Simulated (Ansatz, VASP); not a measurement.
## Si (Si(110)) in two plane-wave programs

Aim: how closely do two programs agree when they are given the same cell, functional and k mesh? Valence electrons are named where the data sets of a main pair hold unlike numbers.

Program: Ansatz 0.2.0. Level of theory: plane waves, with VASP 6.6.1 beside it; band structure at PBE. Results are calculated unless marked as measured.

**1. Set-up**

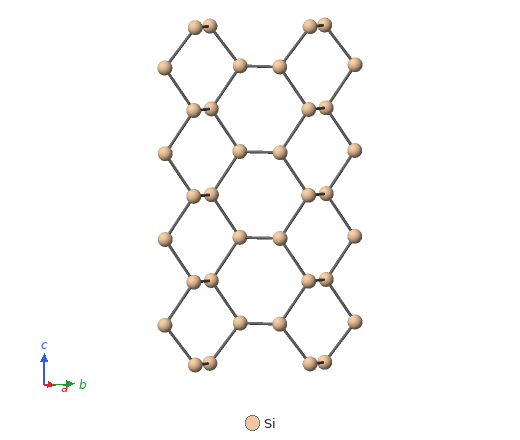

The cell as given, from the side, with the c axis up (silicon light orange). 1×2×1 cells are drawn.

The cell holds 18 atoms: 18 Si. Cell: a = 3.828 Å, b = 5.414 Å, c = 31.547 Å, α = 90.0°, β = 90.0°, γ = 90.0°. It derives from Si. As first built, before any earlier steps moved the atoms (in the runner's words): 9 layers, strained by -1 % in the plane. Vacuum lies along c.

**2. VASP: band structure, PBE**

With cell and atoms fixed, the geometry can't cause a difference; cores, projectors, grids and the points listed under the comparison can.

Lines of VASP's logs that name or quote its potential files are left out, and so is its time.

Contents of INCAR:

```
SYSTEM = Si
PREC = Normal
ENCUT = 320
EDIFF = 1E-06
NELM = 120
ISMEAR = 0
SIGMA = 0.03
LREAL = Auto
ALGO = Fast
GGA = PE
NBANDS = 54
LORBIT = 11
LWAVE = .FALSE.
LCHARG = .TRUE.
KPAR = 2
IDIPOL = 3
LDIPOL = .TRUE.
DIPOL = 0.5 0.5 0.5
LVHAR = .TRUE.
LVACPOTAV = .TRUE.
NEDOS = 1500
```

Contents of POSCAR:

```
Si
1.0
    3.8282773623      0.0000000000      0.0000000000
    0.0000000000      5.4140017663      0.0000000000
    0.0000000000      0.0000000000     31.5469775328
Si
18
Direct
    0.7500000000      0.3871516830      0.7428622901
    0.2500000000      0.6128483170      0.7428622901
    0.2500000000      0.8770325606      0.6852285892
    0.7500000000      0.1229674394      0.6852285892
    0.7500000000      0.3746697443      0.6236303267
    0.2500000000      0.6253302557      0.6236303267
    0.2500000000      0.8739745488      0.5617961432
    0.7500000000      0.1260254512      0.5617961432
    0.7500000000      0.3739837134      0.5000000000
    0.2500000000      0.6260162866      0.5000000000
    0.2500000000      0.8739745488      0.4382038568
    0.7500000000      0.1260254512      0.4382038568
    0.7500000000      0.3746697443      0.3763696733
    0.2500000000      0.6253302557      0.3763696733
    0.2500000000      0.8770325606      0.3147714108
    0.7500000000      0.1229674394      0.3147714108
    0.7500000000      0.3871516830      0.2571377099
    0.2500000000      0.6128483170      0.2571377099
```

Contents of KPOINTS:

```
Automatic mesh
0
Gamma
6 5 1
0 0 0
```

Contents of KPOINTS_OPT:

```
Line mode
14
Line-mode
Reciprocal
  0.00000000   0.00000000   0.00000000 GAMMA
  0.50000000   0.00000000   0.00000000 X

  0.50000000   0.00000000   0.00000000 X
  0.50000000   0.50000000   0.00000000 S

  0.50000000   0.50000000   0.00000000 S
  0.00000000   0.50000000   0.00000000 Y

  0.00000000   0.50000000   0.00000000 Y
  0.00000000   0.00000000   0.00000000 GAMMA

  0.00000000   0.00000000   0.00000000 GAMMA
  0.50000000   0.50000000   0.00000000 S
```

The projector-augmented-wave data sets are Si (PBE family, release 64).

Started as:

```sh
mpirun -np 4 vasp_std
```

Numbers of over 12 decimals in the logs are rounded to 6 here.

Log:

```text
[banner, memory and clock lines left out]
running    4 mpi-ranks, on    1 nodes
 distrk:  each k-point on    2 cores,    2 groups
 distr:  one band on    1 cores,    2 groups

 POSCAR found type information on POSCAR Si
 POSCAR found :  1 types and      18 ions
 LDA part: xc-table for (Slater+PW92), standard interpolation
 POSCAR, INCAR and KPOINTS ok, starting setup
 FFT: planning ... GRIDC
 FFT: planning ... GRID_SOFT
 FFT: planning ... GRID
 WAVECAR not read
 entering main loop
       N       E                     dE             d eps       ncg     rms          rms(c)
DAV:   1     0.217626641602E+03    0.21763E+03   -0.19217E+04  1296   0.699E+02
DAV:   2    -0.732550440673E+02   -0.29088E+03   -0.27876E+03  1722   0.154E+02
DAV:   3    -0.940790531570E+02   -0.20824E+02   -0.20370E+02  1554   0.400E+01
DAV:   4    -0.948903152872E+02   -0.81126E+00   -0.80673E+00  1992   0.887E+00
DAV:   5    -0.949126811136E+02   -0.22366E-01   -0.22355E-01  1812   0.144E+00    0.147E+01
RMM:   6    -0.933647093665E+02    0.15480E+01   -0.13211E+00  1413   0.240E+00    0.875E+00
RMM:   7    -0.928624473544E+02    0.50226E+00   -0.24759E+00  1526   0.357E+00    0.105E+00
RMM:   8    -0.928265670252E+02    0.35880E-01   -0.22613E-01  1575   0.155E+00    0.667E-01
RMM:   9    -0.928162460282E+02    0.10321E-01   -0.75834E-02  1493   0.807E-01    0.214E-01
RMM:  10    -0.928168980228E+02   -0.65199E-03   -0.16786E-02  1794   0.415E-01    0.252E-01
RMM:  11    -0.928177167190E+02   -0.81870E-03   -0.47690E-03  1855   0.189E-01    0.196E-01
RMM:  12    -0.928178278769E+02   -0.11116E-03   -0.55315E-03  1588   0.151E-01    0.764E-02
RMM:  13    -0.928175978880E+02    0.22999E-03   -0.10055E-03  1515   0.810E-02    0.376E-02
RMM:  14    -0.928176746871E+02   -0.76799E-04   -0.22618E-04  1790   0.380E-02    0.220E-02
RMM:  15    -0.928179862818E+02   -0.31159E-03   -0.32891E-04  1630   0.290E-02    0.122E-02
RMM:  16    -0.928180385402E+02   -0.52258E-04   -0.45436E-05  1615   0.158E-02    0.129E-02
RMM:  17    -0.928180919210E+02   -0.53381E-04   -0.18041E-05  1509   0.106E-02    0.343E-03
RMM:  18    -0.928181143388E+02   -0.22418E-04   -0.10409E-05  1424   0.711E-03    0.467E-03
RMM:  19    -0.928181382856E+02   -0.23947E-04   -0.26592E-06  1167   0.414E-03    0.310E-03
RMM:  20    -0.928181563897E+02   -0.18104E-04   -0.43132E-06  1329   0.393E-03    0.154E-03
RMM:  21    -0.928181726613E+02   -0.16272E-04   -0.66910E-07   971   0.210E-03    0.454E-04
RMM:  22    -0.928181799718E+02   -0.73105E-05   -0.36275E-07   783   0.130E-03    0.433E-04
RMM:  23    -0.928181863611E+02   -0.63893E-05   -0.32448E-07   675   0.113E-03    0.257E-04
RMM:  24    -0.928181872125E+02   -0.85142E-06   -0.60249E-08   487   0.876E-04
|                                                                             |
|           W    W    AA    RRRRR   N    N  II  N    N   GGGG   !!!           |
|           W    W   A  A   R    R  NN   N  II  NN   N  G    G  !!!           |
|           W    W  A    A  R    R  N N  N  II  N N  N  G       !!!           |
|           W WW W  AAAAAA  RRRRR   N  N N  II  N  N N  G  GGG   !            |
|           WW  WW  A    A  R   R   N   NN  II  N   NN  G    G                |
|           W    W  A    A  R    R  N    N  II  N    N   GGGG   !!!           |
|                                                                             |
|     Did not find any points to average over, which means that no vacuum     |
|     field-free region was found. Please increase the size of  your cell     |
|     in the dimension of the dipole correction to obtain accurate            |
|     workfunction values.                                                    |
|                                                                             |

   1 F= -.92818187E+02 E0= -.92813576E+02  d E =-.922163E-02
 Start KPOINTS_OPT (optional k-point list driver)
k-point batch [1-12\70]
       N       E                     dE             ncg
DAV:   1     0.267357641598E+03   -0.69883E+04     1296
DAV:   2    -0.311441291675E+04   -0.33818E+04     1656
DAV:   3    -0.336671039879E+04   -0.25230E+03     1592
DAV:   4    -0.337600947292E+04   -0.92991E+01     1832
DAV:   5    -0.337630655170E+04   -0.29708E+00     1724
DAV:   6    -0.337632280314E+04   -0.16251E-01     2010
DAV:   7    -0.337632329122E+04   -0.48808E-03     1698
DAV:   8    -0.337632332380E+04   -0.32579E-04     1720
DAV:   9    -0.337632332603E+04   -0.22269E-05     1298
DAV:  10    -0.337632332625E+04   -0.21960E-06     1080
[...]
k-point batch [61-70\70]
       N       E                     dE             ncg
DAV:   1     0.275584430104E+03   -0.12499E+05     1080
DAV:   2    -0.247201625568E+04   -0.27476E+04     1466
DAV:   3    -0.265687476911E+04   -0.18486E+03     1312
DAV:   4    -0.266316504782E+04   -0.62903E+01     1584
DAV:   5    -0.266335598688E+04   -0.19094E+00     1458
DAV:   6    -0.266336551948E+04   -0.95326E-02     1648
DAV:   7    -0.266336591917E+04   -0.39969E-03     1488
DAV:   8    -0.266336594582E+04   -0.26648E-04     1432
DAV:   9    -0.266336594706E+04   -0.12433E-05     1120
DAV:  10    -0.266336594715E+04   -0.92641E-07      968
```

From OUTCAR (step 2):

```text
ion  position               nearest neighbor table
   1  0.750  0.387  0.743-   2 2.27   2 2.27   4 2.31
   2  0.250  0.613  0.743-   1 2.27   1 2.27   3 2.31
   3  0.250  0.877  0.685-   2 2.31   4 2.33   4 2.33   6 2.37
   4  0.750  0.123  0.685-   1 2.31   3 2.33   3 2.33   5 2.37
   5  0.750  0.375  0.624-   6 2.35   6 2.35   8 2.37   4 2.37
   6  0.250  0.625  0.624-   5 2.35   5 2.35   7 2.37   3 2.37
   7  0.250  0.874  0.562-   8 2.35   8 2.35  10 2.37   6 2.37
   8  0.750  0.126  0.562-   7 2.35   7 2.35   9 2.37   5 2.37
   9  0.750  0.374  0.500-  10 2.35  10 2.35  12 2.37   8 2.37
  10  0.250  0.626  0.500-   9 2.35   9 2.35  11 2.37   7 2.37
  11  0.250  0.874  0.438-  12 2.35  12 2.35  10 2.37  14 2.37
  12  0.750  0.126  0.438-  11 2.35  11 2.35   9 2.37  13 2.37
  13  0.750  0.375  0.376-  14 2.35  14 2.35  12 2.37  16 2.37
  14  0.250  0.625  0.376-  13 2.35  13 2.35  11 2.37  15 2.37
  15  0.250  0.877  0.315-  18 2.31  16 2.33  16 2.33  14 2.37
  16  0.750  0.123  0.315-  17 2.31  15 2.33  15 2.33  13 2.37
  17  0.750  0.387  0.257-  18 2.27  18 2.27  16 2.31
  18  0.250  0.613  0.257-  17 2.27  17 2.27  15 2.31

  LATTYP: Found a simple orthorhombic cell.
 ALAT       =     3.8282773623
 B/A-ratio  =     1.4142135624
 C/A-ratio  =     8.2405151318

 Subroutine GETGRP returns: Found  8 space group operations
 (whereof  4 operations were pure point group operations)

The static configuration has the point symmetry C_2h.
 The point group associated with its full space group is D_2h.

 Found     12 irreducible k-points:

   k-points           NKPTS =     12   k-points in BZ     NKDIM =     12   number of bands    NBANDS=     54

   dimension x,y,z NGX =    18 NGY =   24 NGZ =  140
   dimension x,y,z NGXF=    36 NGYF=   48 NGZF=  280

   ENCUT  =  320.0 eV  23.52 Ry    4.85 a.u.   5.58  7.90 46.01*2*pi/ulx,y,z

   NELECT =      72.0000    total number of electrons

 k-points in reciprocal lattice and weights: Automatic mesh
   0.00000000  0.00000000  0.00000000       0.033
   0.16666667  0.00000000  0.00000000       0.067
   0.33333333  0.00000000  0.00000000       0.067
   0.50000000  0.00000000  0.00000000       0.033
   0.00000000  0.20000000  0.00000000       0.067
   0.16666667  0.20000000  0.00000000       0.133
   0.33333333  0.20000000  0.00000000       0.133
   0.50000000  0.20000000  0.00000000       0.067
   0.00000000  0.40000000  0.00000000       0.067
   0.16666667  0.40000000  0.00000000       0.133
   0.33333333  0.40000000  0.00000000       0.133
   0.50000000  0.40000000  0.00000000       0.067

 dipolmoment           0.000000      0.000000     -0.000000 electrons x Angstroem

 average (electrostatic) potential at core
       1 -87.9714       2 -87.9714       3 -88.1460       4 -88.1460       5 -88.1606
       6 -88.1606       7 -88.1831       8 -88.1831       9 -88.1838      10 -88.1838
      11 -88.1831      12 -88.1831      13 -88.1606      14 -88.1606      15 -88.1460
      16 -88.1460      17 -87.9714      18 -87.9714

 E-fermi :   1.0807

 k-point     1 :       0.0000    0.0000    0.0000
  band No.  band energies     occupation
    ...
     31       0.1130      2.00000
     32       0.4950      2.00000
     33       0.7591      2.00000
     34       0.9148      2.00000
     35       1.0354      1.96735
     36       1.2097      0.00000
     37       1.7885      0.00000
     38       1.8797      0.00000
     39       2.0160      0.00000
     40       2.3008      0.00000
    ...

 k-point     2 :       0.1667    0.0000    0.0000
  band No.  band energies     occupation
    ...
     32      -0.4861      2.00000
     33      -0.1649      2.00000
     34      -0.0328      2.00000
     35       0.6815      2.00000
     36       0.7416      2.00000
     37       1.8779      0.00000
     38       2.1991      0.00000
     39       2.5619      0.00000
     40       2.7895      0.00000
     41       2.8897      0.00000
    ...

 k-point     3 :       0.3333    0.0000    0.0000
  band No.  band energies     occupation
    ...
     32      -1.3017      2.00000
     33      -0.9921      2.00000
     34      -0.3173      2.00000
     35       0.3199      2.00000
     36       0.4119      2.00000
     37       1.5526      0.00000
     38       1.7310      0.00000
     39       1.9437      0.00000
     40       2.1286      0.00000
     41       2.6458      0.00000
    ...

  Total        6.8598702      5.1341640     -0.6935113      0.0000000      0.0000000      0.0000000
  in kB       16.8091958     12.5805832     -1.6993569      0.0000000      0.0000000      0.0000000
  external PRESSURE =       9.2301407 kB  Pullay stress =       0.0000000 kB

  energy-cutoff  :      320.00
  volume of cell :      653.85
      direct lattice vectors                 reciprocal lattice vectors
     3.828277362  0.000000000  0.000000000     0.261214093  0.000000000  0.000000000
     0.000000000  5.414001766  0.000000000     0.000000000  0.184706257  0.000000000
     0.000000000  0.000000000 31.546977533     0.000000000  0.000000000  0.031698758

 POSITION                                       TOTAL-FORCE (eV/Angst)
 -----------------------------------------------------------------------------------
      2.87121      2.09604     23.43506         0.000000     -0.008436     -0.002496
      0.95707      3.31796     23.43506         0.000000      0.008436     -0.002496
      0.95707      4.74826     21.61689         0.000000      0.015300     -0.005214
      2.87121      0.66575     21.61689         0.000000     -0.015300     -0.005214
      2.87121      2.02846     19.67365         0.000000     -0.007845     -0.017130
      0.95707      3.38554     19.67365         0.000000      0.007845     -0.017130
      0.95707      4.73170     17.72297        -0.000000     -0.009275      0.000099
      2.87121      0.68230     17.72297        -0.000000      0.009275      0.000099
      2.87121      2.02475     15.77349         0.000000      0.017698     -0.000000
      0.95707      3.38925     15.77349         0.000000     -0.017698     -0.000000
      0.95707      4.73170     13.82401         0.000000     -0.009275     -0.000099
      2.87121      0.68230     13.82401        -0.000000      0.009275     -0.000099
      2.87121      2.02846     11.87333         0.000000     -0.007845      0.017130
      0.95707      3.38554     11.87333         0.000000      0.007845      0.017130
      0.95707      4.74826      9.93009        -0.000000      0.015300      0.005214
      2.87121      0.66575      9.93009         0.000000     -0.015300      0.005214
      2.87121      2.09604      8.11192         0.000000     -0.008436      0.002496
      0.95707      3.31796      8.11192         0.000000      0.008436      0.002496
 -----------------------------------------------------------------------------------
    total drift:                               -0.000000      0.000000     -0.000000

  FREE ENERGIE OF THE ION-ELECTRON SYSTEM (eV)
  ---------------------------------------------------
  free  energy   TOTEN  =       -92.8181872125 eV

  energy  without entropy=      -92.8089655794  energy(sigma->0) =      -92.81357640

 vacuum level on the upper side and lower side of the slab         5.903         5.903

 total charge
# of ion       s       p       d       tot
------------------------------------------
    1        0.783   0.899   0.000   1.682
    2        0.783   0.899   0.000   1.682
    3        0.763   0.925   0.000   1.688
    4        0.763   0.925   0.000   1.688
    5        0.757   0.931   0.000   1.687
    6        0.757   0.931   0.000   1.687
    7        0.754   0.934   0.000   1.688
    8        0.754   0.934   0.000   1.688
    9        0.753   0.935   0.000   1.688
   10        0.753   0.935   0.000   1.688
   11        0.754   0.934   0.000   1.688
   12        0.754   0.934   0.000   1.688
   13        0.757   0.931   0.000   1.687
   14        0.757   0.931   0.000   1.687
   15        0.763   0.925   0.000   1.688
   16        0.763   0.925   0.000   1.688
   17        0.783   0.899   0.000   1.682
   18        0.783   0.899   0.000   1.682
--------------------------------------------------
tot         13.730  16.624   0.000  30.355

[... 3 further parts left out ...]
```

(Part 1 of 2 ends here.)

[Lines on the potential files, build, host, timing and source positions are cut from VASP's logs without a mark.]

[Logs are printed without paths, hosts, clocks, repeated set-up lines and the standing remarks that a program may print on its own settings, such as how far it seeks lower states.]

[Hosts, paths, dates, database ids (printed as entryN), source tags and the programs' standing remarks are cut or masked in the printed files.]
